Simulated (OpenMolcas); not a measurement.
# Single-point calculation of MoH$_{6}$Cl$_{3}$O$_{3}$ (part 3 of 4)

The same run, continued: MoH$_{6}$Cl$_{3}$O$_{3}$ (mer-MoCl3(H2O)3), multiplicity 4, SMILES [OH2]->[Mo](<-[OH2])(<-[OH2])([Cl])([Cl])[Cl]; NEVPT2/ANO-R1, sfX2C (OpenMolcas 26.06). The geometry comes from this level: GFN2-xTB.

Geometry of the input (Å):
```
Mo 0.2838  0.0616  0.0137
Cl 0.0878  0.6960  2.3284
Cl 0.0165  -0.6867  -2.2829
Cl 2.6383  -0.0324  0.0604
O  -2.0742  0.1605  -0.1373
H  -2.5481  -0.2742  0.5818
H  -2.2994  -0.2680  -0.9757
O  0.3780  2.3862  -0.0760
H  1.3041  2.6261  -0.2406
H  0.1894  2.5758  0.8644
O  0.3763  -2.2810  0.1580
H  1.2637  -2.4715  0.5035
H  0.3839  -2.4924  -0.7977
```

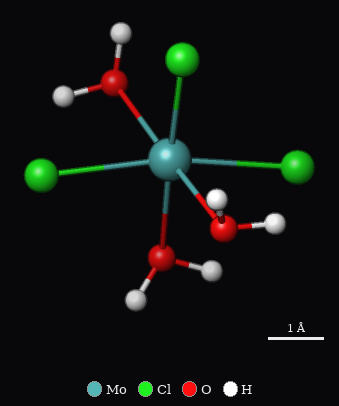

**Figure 1.** The structure as given in the input (ball-and-stick view, seen at a tilt). Sticks mark near contacts.

**Log, continued**
```
         65    0.6936    0.0088
                 5 MO1    5s     ( 0.3136)  10 MO1    5px    ( 0.1134)  26 MO1    4d0    (-0.1525)  32 MO1    4d2+   ( 0.2900)
                79 CL4    3s     (-0.1653)  80 CL4    4s     (-0.2331)  82 CL4    3px    ( 0.2548)  83 CL4    4px    (-0.2106)
                91 CL4    3d1-   ( 0.1722)  92 CL4    3d0    ( 0.7265)  94 CL4    3d2+   ( 0.4540)
         66    0.5735    0.0215
                 5 MO1    5s     (-0.3780)  10 MO1    5px    (-0.1506)  26 MO1    4d0    ( 0.1731)  32 MO1    4d2+   (-0.3254)
                79 CL4    3s     ( 0.2273)  80 CL4    4s     ( 0.1653)  82 CL4    3px    (-0.3577)  83 CL4    4px    ( 0.1473)
                92 CL4    3d0    ( 0.6508)  94 CL4    3d2+   (-0.4647)
         67    0.0292    0.0000
                 5 MO1    5s     ( 0.4778)   6 MO1    6s     ( 0.9765)  43 CL2    3s     (-0.1361)  44 CL2    4s     (-0.1066)
                61 CL3    3s     (-0.1418)  62 CL3    4s     (-0.1047)  79 CL4    3s     (-0.1344)  80 CL4    4s     (-0.1188)
                96 O5     2s     (-0.1132)
         68    0.1203    0.0000
                 4 MO1    4s     ( 0.1961)   5 MO1    5s     ( 0.3336)   6 MO1    6s     ( 0.4432)  23 MO1    4d1-   ( 0.2255)
                26 MO1    4d0    ( 0.6415)  32 MO1    4d2+   ( 0.4517)  43 CL2    3s     (-0.1066)  52 CL2    3pz    ( 0.1396)
                67 CL3    3py    (-0.1287)  70 CL3    3pz    (-0.1038)  97 O5     3s     (-0.2420) 109 H6     1s     (-0.2017)
               121 O8     3s     (-0.2932) 124 O8     2py    (-0.1919) 145 O11    3s     (-0.4145) 148 O11    2py    ( 0.1865)

         69    0.1361    0.0000
                 5 MO1    5s     (-0.2422)   6 MO1    6s     (-0.2012)  26 MO1    4d0    ( 0.1960)  46 CL2    3px    ( 0.1102)
                49 CL2    3py    ( 0.1258)  70 CL3    3pz    (-0.1027)  79 CL4    3s     ( 0.1399)  96 O5     2s     (-0.2540)
                97 O5     3s     ( 0.1936)  98 O5     2px    ( 0.1784) 100 O5     2py    ( 0.1325) 102 O5     2pz    (-0.1855)
               103 O5     3pz    (-0.1066) 109 H6     1s     ( 0.8758) 110 H6     2s     ( 0.2537) 120 O8     2s     ( 0.1697)
               121 O8     3s     (-0.2330) 122 O8     2px    ( 0.1436) 133 H9     1s     (-0.4612) 134 H9     2s     (-0.1376)
               145 O11    3s     ( 0.1669)
         70    0.1486    0.0000
                 5 MO1    5s     ( 0.1561)   6 MO1    6s     ( 0.1291)  13 MO1    4py    ( 0.1030)  49 CL2    3py    ( 0.1136)
                67 CL3    3py    ( 0.1638)  85 CL4    3py    ( 0.2128)  97 O5     3s     (-0.2948) 109 H6     1s     (-0.3469)
               120 O8     2s     ( 0.1294) 121 O8     3s     (-0.2792) 133 H9     1s     (-0.3952) 134 H9     2s     (-0.1012)
               144 O11    2s     (-0.1907) 145 O11    3s     ( 0.3624) 146 O11    2px    (-0.1464) 157 H12    1s     ( 0.5193)
               158 H12    2s     ( 0.1511)
--

      Von Neumann Entropy (Root   1) =  1.69703

      Mulliken population analysis for root number:  1
      -----------------------------------------------

++    Molecular charges:
      ------------------

      Mulliken charges per centre and basis function type
      ---------------------------------------------------

                MO1     CL2     CL3     CL4     O5      H6      H7      O8      H9      H10     O11     H12
      1s       2.0000  2.0000  2.0000  2.0000  2.0002  0.3825  0.3714  2.0002  0.3783  0.3641  2.0002  0.3750
      2s       2.0000  2.0000  2.0000  2.0001  1.6544  0.2314  0.2354  1.6621  0.2317  0.2345  1.6644  0.2317
      2px      2.0000  2.0000  2.0000  2.0000  1.6939  0.0343  0.0294  1.4725  0.0458  0.0192  1.5473  0.0479
      2pz      2.0000  2.0000  2.0000  2.0000  1.2740  0.0255  0.0323  1.4949  0.0198  0.0526  1.4176  0.0185
      2py      2.0000  2.0000  2.0000  2.0000  1.7466  0.0373  0.0365  1.7427  0.0302  0.0312  1.7505  0.0298
      3s       2.0000  1.9179  1.9229  1.9127  0.0182  0.0000  0.0000  0.0109  0.0000  0.0000  0.0194  0.0000
      3px      2.0000  1.9297  1.9220  1.6212  0.0237  0.0000  0.0000  0.0111  0.0000  0.0000  0.0176  0.0000
      3pz      2.0000  1.7205  1.7437  1.9086 -0.0056  0.0000  0.0000  0.0102  0.0000  0.0000  0.0044  0.0000
      3py      2.0000  1.8903  1.8863  1.9152  0.0278  0.0000  0.0000  0.0260  0.0000  0.0000  0.0265  0.0000
      4s       1.9851 -0.0050 -0.0052 -0.0026  0.0000  0.0000  0.0000  0.0000  0.0000  0.0000  0.0000  0.0000
      3d2+     2.0000  0.0007  0.0009  0.0142  0.0014  0.0000  0.0000  0.0055  0.0000  0.0000  0.0055  0.0000
      3d1+     2.0000  0.0044  0.0042  0.0209  0.0043  0.0000  0.0000  0.0004  0.0000  0.0000  0.0020  0.0000
      3d0      2.0000  0.0085  0.0078  0.0171  0.0016  0.0000  0.0000  0.0095  0.0000  0.0000  0.0081  0.0000
      3d1-     2.0000  0.0058  0.0057  0.0006  0.0080  0.0000  0.0000  0.0017  0.0000  0.0000  0.0017  0.0000
      3d2-     2.0000  0.0004  0.0005  0.0055  0.0034  0.0000  0.0000  0.0020  0.0000  0.0000  0.0018  0.0000
      4px      1.9914  0.0091  0.0102  0.0056  0.0000  0.0000  0.0000  0.0000  0.0000  0.0000  0.0000  0.0000
      4pz      1.9912  0.0043  0.0042  0.0061  0.0000  0.0000  0.0000  0.0000  0.0000  0.0000  0.0000  0.0000
      4py      1.9931  0.0118  0.0118  0.0115  0.0000  0.0000  0.0000  0.0000  0.0000  0.0000  0.0000  0.0000
      5s       0.5035  0.0000  0.0000  0.0000  0.0000  0.0000  0.0000  0.0000  0.0000  0.0000  0.0000  0.0000
      4d2+     0.3292  0.0000  0.0000  0.0000  0.0000  0.0000  0.0000  0.0000  0.0000  0.0000  0.0000  0.0000
      4d1+     1.0521  0.0000  0.0000  0.0000  0.0000  0.0000  0.0000  0.0000  0.0000  0.0000  0.0000  0.0000
      4d0      0.5007  0.0000  0.0000  0.0000  0.0000  0.0000  0.0000  0.0000  0.0000  0.0000  0.0000  0.0000
      4d1-     0.9623  0.0000  0.0000  0.0000  0.0000  0.0000  0.0000  0.0000  0.0000  0.0000  0.0000  0.0000
      4d2-     1.0253  0.0000  0.0000  0.0000  0.0000  0.0000  0.0000  0.0000  0.0000  0.0000  0.0000  0.0000
      5px      0.1225  0.0000  0.0000  0.0000  0.0000  0.0000  0.0000  0.0000  0.0000  0.0000  0.0000  0.0000
      5pz      0.1552  0.0000  0.0000  0.0000  0.0000  0.0000  0.0000  0.0000  0.0000  0.0000  0.0000  0.0000
      5py      0.0948  0.0000  0.0000  0.0000  0.0000  0.0000  0.0000  0.0000  0.0000  0.0000  0.0000  0.0000
      6s      -0.0063  0.0000  0.0000  0.0000  0.0000  0.0000  0.0000  0.0000  0.0000  0.0000  0.0000  0.0000
      4f3+     0.0113  0.0000  0.0000  0.0000  0.0000  0.0000  0.0000  0.0000  0.0000  0.0000  0.0000  0.0000
      4f2+     0.0068  0.0000  0.0000  0.0000  0.0000  0.0000  0.0000  0.0000  0.0000  0.0000  0.0000  0.0000
      4f1+     0.0124  0.0000  0.0000  0.0000  0.0000  0.0000  0.0000  0.0000  0.0000  0.0000  0.0000  0.0000
      4f0      0.0158  0.0000  0.0000  0.0000  0.0000  0.0000  0.0000  0.0000  0.0000  0.0000  0.0000  0.0000
      4f1-     0.0148  0.0000  0.0000  0.0000  0.0000  0.0000  0.0000  0.0000  0.0000  0.0000  0.0000  0.0000
      4f2-     0.0018  0.0000  0.0000  0.0000  0.0000  0.0000  0.0000  0.0000  0.0000  0.0000  0.0000  0.0000
      4f3-     0.0128  0.0000  0.0000  0.0000  0.0000  0.0000  0.0000  0.0000  0.0000  0.0000  0.0000  0.0000
      5d2+     0.0247  0.0000  0.0000  0.0000  0.0000  0.0000  0.0000  0.0000  0.0000  0.0000  0.0000  0.0000
      5d1+     0.0463  0.0000  0.0000  0.0000  0.0000  0.0000  0.0000  0.0000  0.0000  0.0000  0.0000  0.0000
      5d0      0.0393  0.0000  0.0000  0.0000  0.0000  0.0000  0.0000  0.0000  0.0000  0.0000  0.0000  0.0000
      5d1-     0.0346  0.0000  0.0000  0.0000  0.0000  0.0000  0.0000  0.0000  0.0000  0.0000  0.0000  0.0000
      5d2-     0.0336  0.0000  0.0000  0.0000  0.0000  0.0000  0.0000  0.0000  0.0000  0.0000  0.0000  0.0000
      Total   40.9544 17.4985 17.5150 17.4367  8.4520  0.7108  0.7049  8.4498  0.7058  0.7016  8.4669  0.7029

      N-E      1.0456 -0.4985 -0.5150 -0.4367 -0.4520  0.2892  0.2951 -0.4498  0.2942  0.2984 -0.4669  0.2971

                H13
      1s       0.3639
      2s       0.2329
      2px      0.0220
      2pz      0.0505
      2py      0.0314
      3s       0.0000
      3px      0.0000
      3pz      0.0000
      3py      0.0000
      4s       0.0000
      3d2+     0.0000
      3d1+     0.0000
      3d0      0.0000
      3d1-     0.0000
      3d2-     0.0000
      4px      0.0000
      4pz      0.0000
      4py      0.0000
      5s       0.0000
      4d2+     0.0000
      4d1+     0.0000
      4d0      0.0000
      4d1-     0.0000
      4d2-     0.0000
      5px      0.0000
      5pz      0.0000
      5py      0.0000
      6s       0.0000
      4f3+     0.0000
      4f2+     0.0000
      4f1+     0.0000
      4f0      0.0000
      4f1-     0.0000
      4f2-     0.0000
      4f3-     0.0000
      5d2+     0.0000
      5d1+     0.0000
      5d0      0.0000
      5d1-     0.0000
      5d2-     0.0000
      Total    0.7007

      N-E      0.2993

      Total electronic charge=  123.000000

      Total            charge=   -0.000000
--

      Expectation values of various properties for root number:  1
      -----------------------------------------------------------

++    Molecular properties:
      ---------------------

      Charge (e):
                      =   -0.0000
      Dipole Moment (debye):
      Origin of the operator (angstrom)=    0.3927    0.0357    0.0159
                   X= -3.8702E+00               Y= -7.8489E-01               Z= -1.7826E-02           Total=  3.9490E+00
      Quadrupole Moment (debye*angstrom):
      Origin of the operator (angstrom)=    0.3927    0.0357    0.0159
                  XX= -7.6400E+01              XY=  3.9177E+00              XZ=  6.2352E-03              YY= -6.7297E+01
                  YZ= -1.4187E+00              ZZ= -9.9330E+01
      In traceless form (debye*angstrom)
                  XX=  6.9140E+00              XY=  5.8765E+00              XZ=  9.3527E-03              YY=  2.0568E+01
                  YZ= -2.1281E+00              ZZ= -2.7482E+01
--

      Mulliken spin population analysis for root number:  1
      ---------------------------------------------------

++    Molecular charges:
      ------------------

      Mulliken spin population per centre and basis function type
      ---------------------------------------------------

                MO1     CL2     CL3     CL4     O5      H6      H7      O8      H9      H10     O11     H12
      1s       0.0000 -0.0000 -0.0000  0.0000  0.0000 -0.0001  0.0007  0.0000  0.0001  0.0019  0.0000  0.0002
      2s       0.0000 -0.0000 -0.0000  0.0000  0.0002  0.0005  0.0001  0.0002  0.0003  0.0000  0.0002  0.0002
      2px     -0.0000 -0.0000 -0.0000 -0.0000  0.0003  0.0000 -0.0000  0.0012  0.0000 -0.0000  0.0013  0.0001
      2pz     -0.0000 -0.0000 -0.0000  0.0000  0.0000  0.0000  0.0000  0.0009  0.0000  0.0002  0.0006  0.0000
      2py      0.0000 -0.0000 -0.0000 -0.0000  0.0030  0.0001  0.0000  0.0007 -0.0000  0.0000  0.0005  0.0000
      3s       0.0000  0.0001  0.0001  0.0022 -0.0004  0.0000  0.0000 -0.0010  0.0000  0.0000 -0.0009  0.0000
      3px     -0.0000  0.0169  0.0126 -0.0146 -0.0001  0.0000  0.0000 -0.0006  0.0000  0.0000 -0.0007  0.0000
      3pz     -0.0000  0.0054  0.0087  0.0288  0.0001  0.0000  0.0000 -0.0005  0.0000  0.0000 -0.0003  0.0000
      3py      0.0000  0.0157  0.0120  0.0230 -0.0013  0.0000  0.0000  0.0000  0.0000  0.0000  0.0000  0.0000
      4s       0.0000 -0.0008 -0.0007 -0.0001  0.0000  0.0000  0.0000  0.0000  0.0000  0.0000  0.0000  0.0000
      3d2+     0.0000  0.0003  0.0004  0.0021  0.0000  0.0000  0.0000  0.0001  0.0000  0.0000  0.0001  0.0000
      3d1+     0.0000  0.0018  0.0015  0.0020  0.0003  0.0000  0.0000  0.0000  0.0000  0.0000  0.0000  0.0000
      3d0      0.0000  0.0008  0.0011  0.0005  0.0000  0.0000  0.0000  0.0001  0.0000  0.0000  0.0000  0.0000
      3d1-     0.0000  0.0011  0.0008  0.0001  0.0000  0.0000  0.0000  0.0003  0.0000  0.0000  0.0003  0.0000
      3d2-     0.0000  0.0003  0.0003  0.0023  0.0004  0.0000  0.0000  0.0004  0.0000  0.0000  0.0003  0.0000
      4px     -0.0000 -0.0017 -0.0013  0.0009  0.0000  0.0000  0.0000  0.0000  0.0000  0.0000  0.0000  0.0000
      4pz     -0.0000 -0.0001 -0.0002 -0.0026  0.0000  0.0000  0.0000  0.0000  0.0000  0.0000  0.0000  0.0000
      4py      0.0000 -0.0020 -0.0017 -0.0021  0.0000  0.0000  0.0000  0.0000  0.0000  0.0000  0.0000  0.0000
      5s       0.0121  0.0000  0.0000  0.0000  0.0000  0.0000  0.0000  0.0000  0.0000  0.0000  0.0000  0.0000
      4d2+     0.0103  0.0000  0.0000  0.0000  0.0000  0.0000  0.0000  0.0000  0.0000  0.0000  0.0000  0.0000
      4d1+     0.9142  0.0000  0.0000  0.0000  0.0000  0.0000  0.0000  0.0000  0.0000  0.0000  0.0000  0.0000
      4d0      0.1082  0.0000  0.0000  0.0000  0.0000  0.0000  0.0000  0.0000  0.0000  0.0000  0.0000  0.0000
      4d1-     0.8310  0.0000  0.0000  0.0000  0.0000  0.0000  0.0000  0.0000  0.0000  0.0000  0.0000  0.0000
      4d2-     0.9468  0.0000  0.0000  0.0000  0.0000  0.0000  0.0000  0.0000  0.0000  0.0000  0.0000  0.0000
      5px      0.0013  0.0000  0.0000  0.0000  0.0000  0.0000  0.0000  0.0000  0.0000  0.0000  0.0000  0.0000
      5pz      0.0003  0.0000  0.0000  0.0000  0.0000  0.0000  0.0000  0.0000  0.0000  0.0000  0.0000  0.0000
      5py      0.0006  0.0000  0.0000  0.0000  0.0000  0.0000  0.0000  0.0000  0.0000  0.0000  0.0000  0.0000
      6s      -0.0002  0.0000  0.0000  0.0000  0.0000  0.0000  0.0000  0.0000  0.0000  0.0000  0.0000  0.0000
      4f3+     0.0001  0.0000  0.0000  0.0000  0.0000  0.0000  0.0000  0.0000  0.0000  0.0000  0.0000  0.0000
      4f2+     0.0000  0.0000  0.0000  0.0000  0.0000  0.0000  0.0000  0.0000  0.0000  0.0000  0.0000  0.0000
      4f1+     0.0001  0.0000  0.0000  0.0000  0.0000  0.0000  0.0000  0.0000  0.0000  0.0000  0.0000  0.0000
      4f0      0.0001  0.0000  0.0000  0.0000  0.0000  0.0000  0.0000  0.0000  0.0000  0.0000  0.0000  0.0000
      4f1-     0.0001  0.0000  0.0000  0.0000  0.0000  0.0000  0.0000  0.0000  0.0000  0.0000  0.0000  0.0000
      4f2-    -0.0000  0.0000  0.0000  0.0000  0.0000  0.0000  0.0000  0.0000  0.0000  0.0000  0.0000  0.0000
      4f3-     0.0001  0.0000  0.0000  0.0000  0.0000  0.0000  0.0000  0.0000  0.0000  0.0000  0.0000  0.0000
      5d2+     0.0001  0.0000  0.0000  0.0000  0.0000  0.0000  0.0000  0.0000  0.0000  0.0000  0.0000  0.0000
      5d1+     0.0191  0.0000  0.0000  0.0000  0.0000  0.0000  0.0000  0.0000  0.0000  0.0000  0.0000  0.0000
      5d0      0.0015  0.0000  0.0000  0.0000  0.0000  0.0000  0.0000  0.0000  0.0000  0.0000  0.0000  0.0000
      5d1-     0.0130  0.0000  0.0000  0.0000  0.0000  0.0000  0.0000  0.0000  0.0000  0.0000  0.0000  0.0000
      5d2-     0.0153  0.0000  0.0000  0.0000  0.0000  0.0000  0.0000  0.0000  0.0000  0.0000  0.0000  0.0000
      Total    2.8740  0.0378  0.0336  0.0425  0.0026  0.0005  0.0008  0.0017  0.0004  0.0021  0.0015  0.0005

                H13
      1s       0.0017
      2s      -0.0000
      2px      0.0000
      2pz      0.0001
      2py      0.0000
      3s       0.0000
      3px      0.0000
      3pz      0.0000
      3py      0.0000
      4s       0.0000
      3d2+     0.0000
      3d1+     0.0000
      3d0      0.0000
      3d1-     0.0000
      3d2-     0.0000
      4px      0.0000
      4pz      0.0000
      4py      0.0000
      5s       0.0000
      4d2+     0.0000
      4d1+     0.0000
      4d0      0.0000
      4d1-     0.0000
      4d2-     0.0000
      5px      0.0000
      5pz      0.0000
      5py      0.0000
      6s       0.0000
      4f3+     0.0000
      4f2+     0.0000
      4f1+     0.0000
      4f0      0.0000
      4f1-     0.0000
      4f2-     0.0000
      4f3-     0.0000
      5d2+     0.0000
      5d1+     0.0000
      5d0      0.0000
      5d1-     0.0000
      5d2-     0.0000
      Total    0.0019

      Total electronic spin=    3.000000
--

      LoProp population analysis for root number:  1
      -----------------------------------------------

++    LoProp analysis:
      ----------------

++    Static properties:
      ------------------

      LoProp Charges per center

                   MO1      CL2      CL3      CL4      O5       H6       H7       O8       H9       H10
      Nuclear     42.0000  17.0000  17.0000  17.0000   8.0000   1.0000   1.0000   8.0000   1.0000   1.0000
      Electronic -40.5705 -17.5700 -17.5673 -17.5161  -8.7954  -0.5518  -0.5678  -8.7824  -0.5585  -0.5824

      Total        1.4295  -0.5700  -0.5673  -0.5161  -0.7954   0.4482   0.4322  -0.7824   0.4415   0.4176

                   O11      H12      H13
      Nuclear      8.0000   1.0000   1.0000
      Electronic  -8.7895  -0.5626  -0.5858

      Total       -0.7895   0.4374   0.4142
--

      Natural Bond Order analysis for root number:  1
```
